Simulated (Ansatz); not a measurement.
# Mo3Ru: the cost of one run

Method: DFT PBE, scalar-relativistic, plane waves, PAW, in Ansatz 0.2.0.

1 further run of the same task is left out (it didn't finish).

### Step 1. The starting structure

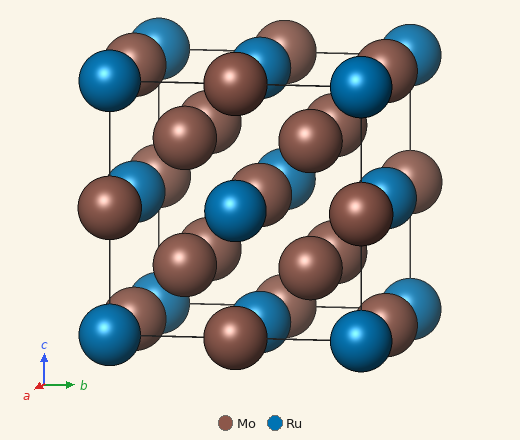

Start, viewed slightly off an axis; molybdenum brown, ruthenium blue. Atoms on the faces are drawn again on the opposite ones. The cell drawn here is the conventional one.

Coordinates:

```
CELL_PARAMETERS angstrom
0.00000 3.22911 3.22911
3.22911 0.00000 3.22911
3.22911 3.22911 0.00000
ATOMIC_POSITIONS crystal
Mo 0.75000 0.75000 0.75000
Mo 0.50000 0.50000 0.50000
Mo 0.25000 0.25000 0.25000
Ru 0.00000 0.00000 0.00000
```

The start is an ordering of an alloy on its end members' structure types: elements ordered on the sites of the Nb type, Ru/Mo on Nb (Fm-3m, No. 225).

### Step 2. The guess as it stands, on a coarse mesh

Contents of input.yaml:

```yaml
crystal:
  lattice:
    - [0.0, 3.22911332, 3.22911332]
    - [3.22911332, 0.0, 3.22911332]
    - [3.22911332, 3.22911332, 0.0]
  atoms:
    - { symbol: Mo, position: [0.75, 0.75, 0.75] }
    - { symbol: Mo, position: [0.5, 0.5, 0.5] }
    - { symbol: Mo, position: [0.25, 0.25, 0.25] }
    - { symbol: Ru, position: [0.0, 0.0, 0.0] }
basis:
  ecutwfc: 420
kpoints:
  mp_grid: { grid: [6, 6, 6] }
hamiltonian:
  xc: pbe
scf:
  occupations: { method: gaussian, width: 0.1 }
  lower_state_search: "off"
output:
  forces: true
  stress: true
  eigenvalues: true
```

Started as:

```sh
$ ansatz run input.yaml --threads 1 --pin off --max-ram 2560MiB --backend cpu --events-out ev --progress --plain --runs-dir out
```

Q: Estimate wall time and peak memory on 1 thread of AMD EPYC, shared host.

About 3.5 s, with a peak of 0.4 GiB.
